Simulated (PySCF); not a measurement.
**C₅H₅N₂Si (SMILES C#C[SiH][C@H](C#N)N=C) (doublet): density, localisation and related maps**

```xyz
13

C     2.7144    0.6974    0.3381
C     1.8879   -0.1760    0.4510
Si    0.5901   -1.4070    0.8126
C    -1.1053   -0.7913    0.0865
C    -0.9592   -0.8168   -1.3393
N    -0.7994   -0.8265   -2.4750
N    -1.3981    0.4682    0.6905
C    -1.1785    1.5573    0.1077
H     3.4431    1.4423    0.1949
H     0.8746   -2.7765    0.4031
H    -1.8872   -1.4980    0.3866
H    -1.4002    2.4649    0.6489
H    -0.7867    1.6626   -0.9070
```

Geometry: GFN2-xTB.

All numbers below come from UKS B3LYP, pcH-1 on C H N Si, non-relativistic, mean-field spin-orbit, GIAO in PySCF.

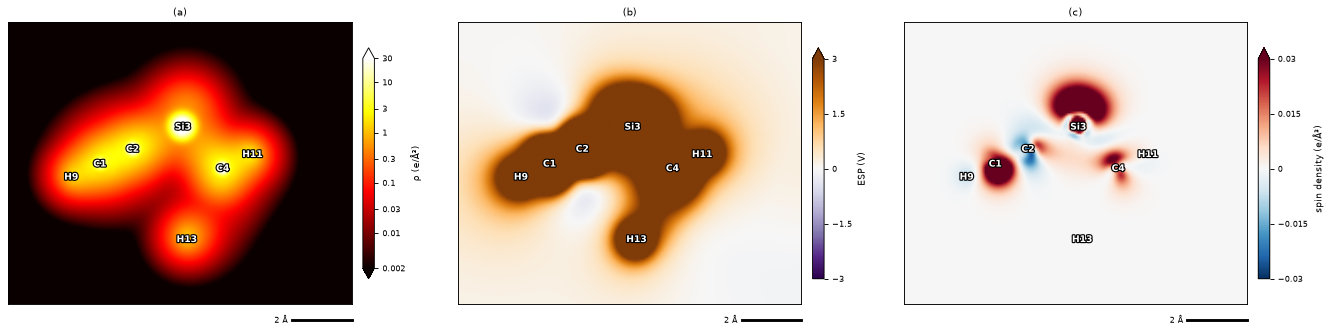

Figure 1. (a) electron density; (b) molecular electrostatic potential; (c) spin density on the plane of atoms C2, Si3 and C4.

### What do the fields say about this system?

The section cuts through C, Si and H sites. C–C (1.21 Å): the density is about 2.8 e/Å³ at the midpoint. C–Si (1.82 Å): the density is about 0.96 e/Å³ at the midpoint. C–H (1.05 Å): ρ is about 2.1 e/Å³ halfway. C–Si (1.94 Å): ρ is about 0.86 e/Å³ halfway. The unpaired spin (1 electron) lies mostly on Si3 (about 0.7) and C1 (about 0.1), in electrons by Hirshfeld's partition. Outside the dense part of the molecule the potential is most negative (−0.4 V) near C2.

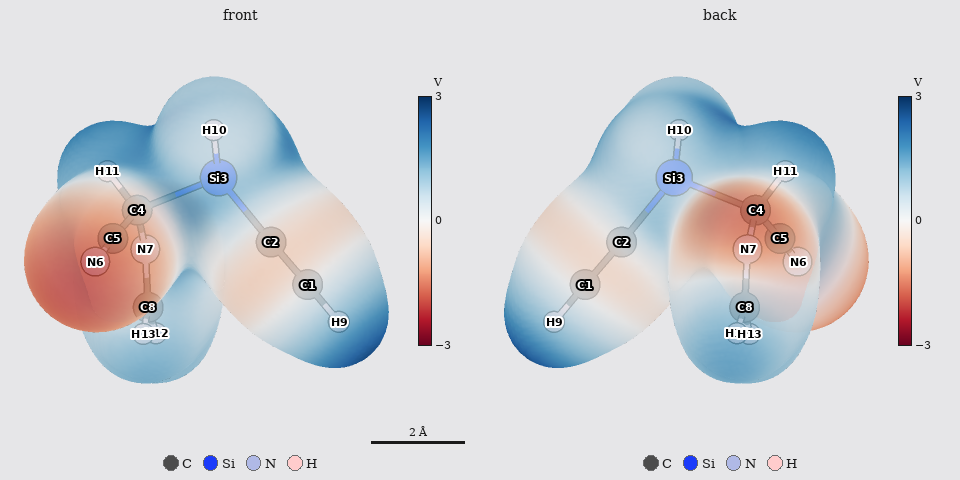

Figure 2. The molecular electrostatic potential painted on the density surface at 0.004 e/bohr³, seen from the front and from behind; the colour scale runs from red (negative) to blue (positive).

### Which sites attract a positive test charge, and which a negative one?

A positive charge is drawn to the negative regions and a negative charge to the positive ones. The most negative region (about −2.0 V) lies over N6, the most positive (about +2.6 V) over H9. N6 is the likeliest acceptor of a hydrogen bond.
